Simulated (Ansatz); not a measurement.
## Electronic structure of BClFH₃Si···H₂ in real space

Input

```
crystal:
  periodic: [false, false, false]
  atoms:
    - { symbol: B, position_ang: [-0.007512, -0.546098, -0.309002] }
    - { symbol: H, position_ang: [0.588308, 0.421821, 1.805917] }
    - { symbol: Cl, position_ang: [1.224304, 0.37026, -1.197904] }
    - { symbol: F, position_ang: [-1.206851, -0.016367, -0.276369] }
    - { symbol: Si, position_ang: [0.374539, -2.302278, 0.529024] }
    - { symbol: H, position_ang: [0.055397, -3.397898, -0.425767] }
    - { symbol: H, position_ang: [1.807241, -2.394163, 0.902216] }
    - { symbol: H, position_ang: [-0.459021, -2.479084, 1.744808] }
    - { symbol: H, position_ang: [0.485096, -0.187992, 2.156878] }
basis:
  gaussian: { orbitals: def2-SVP }
hamiltonian:
  xc: hf
relax:
  f_tol: 0.03
  max_steps: 50
output:
  orbitals: {}
```

Command:

```sh
ansatz run input.yaml --threads 1 --pin off --max-ram 2048MiB --backend cpu --events-out ev --progress --plain --runs-dir out
```

The fields are those of the run's last geometry, not of the input's.

Computed with Ansatz, RHF/def2-SVP.

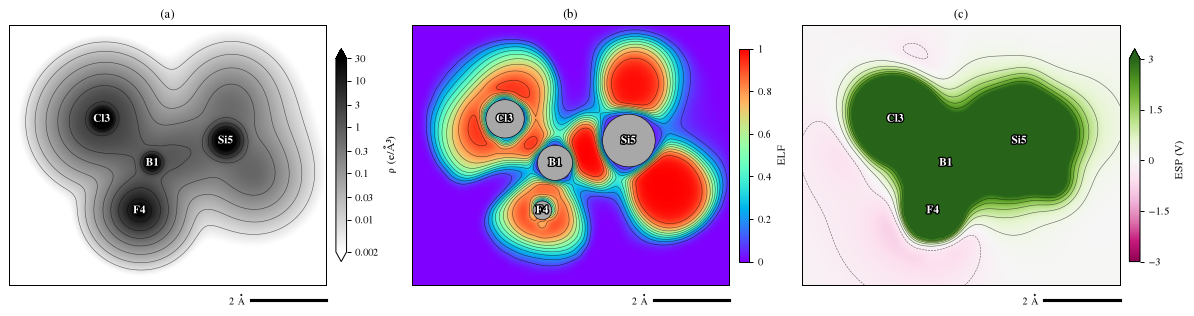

Figure 1. (a) total electron density; (b) ELF; (c) molecular electrostatic potential on the plane of atoms Cl3, B1 and F4. Grey discs cover the atomic cores in the ELF map.

### What does the map show?

- The section cuts through B, Cl, F and Si sites.
- B–F (1.31 Å): the density is about 2.3 e/Å³ at the midpoint; the ELF peaks at about 0.85 between the atoms: a polar covalent bond.
- B–Cl (1.77 Å): ρ at the midpoint is about 1.3 e/Å³; the ELF peaks at about 0.90 between the atoms; a shared but strongly polarised pair.
- Si–B (2.05 Å): ρ is about 0.83 e/Å³ halfway; the ELF peaks at about 1 between the atoms: localised, covalent bonding.
- The ELF also peaks beside F4 and Cl3, away from the bonds: lone-pair regions.
- Outside the dense part of the complex the potential is most negative (−0.8 V) near F4.

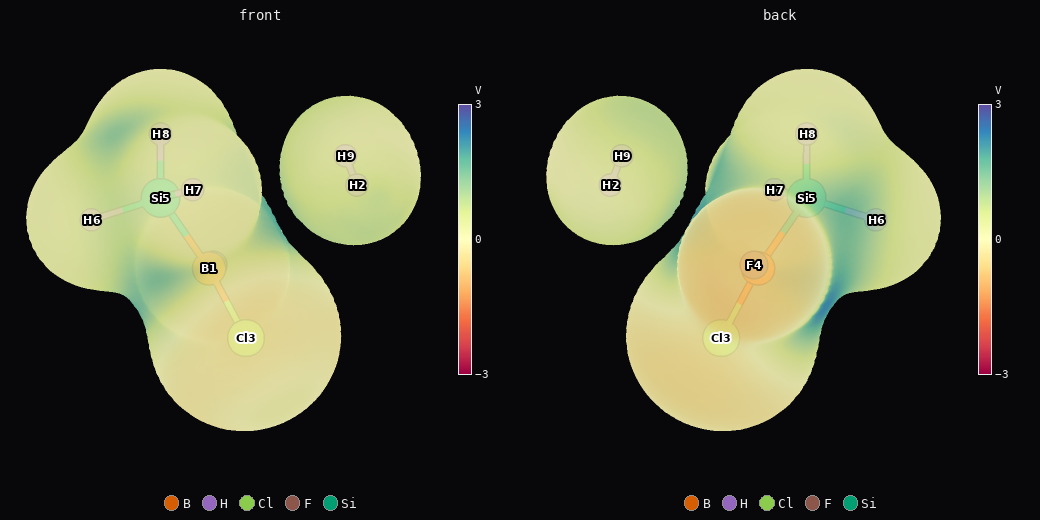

Figure 2. The electrostatic potential painted on the density surface at 0.002 e/bohr³, seen from the front and from behind; the colour scale runs from red (negative) to blue (positive).

### Describe the electrostatic potential map.

The most negative region (about −0.7 V, or −16 kcal/mol for a unit charge) lies over F4, the most positive (about +2.2 V, or +51 kcal/mol for a unit charge) over B1.

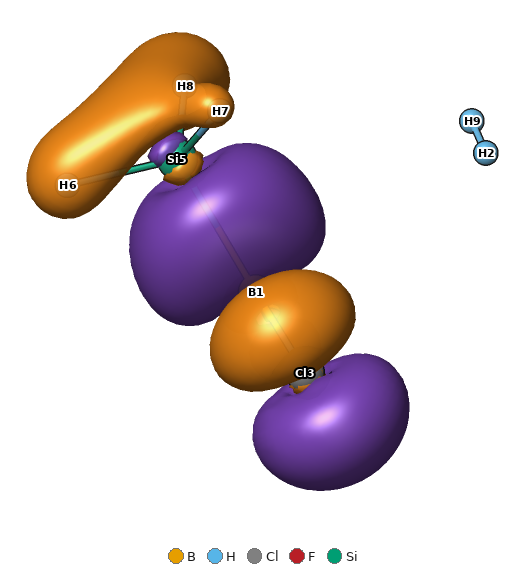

Figure 3. The HOMO at ±0.1 Å⁻³ᐟ² (orange and purple are the two phases), seen across its widest extent.

### Describe this orbital and give its energy.

Its weight (Hirshfeld) is mainly on Cl3 (about 35 %), Si5 (about 30 %) and B1 (about 25 %). Its energy is −11.70 eV.
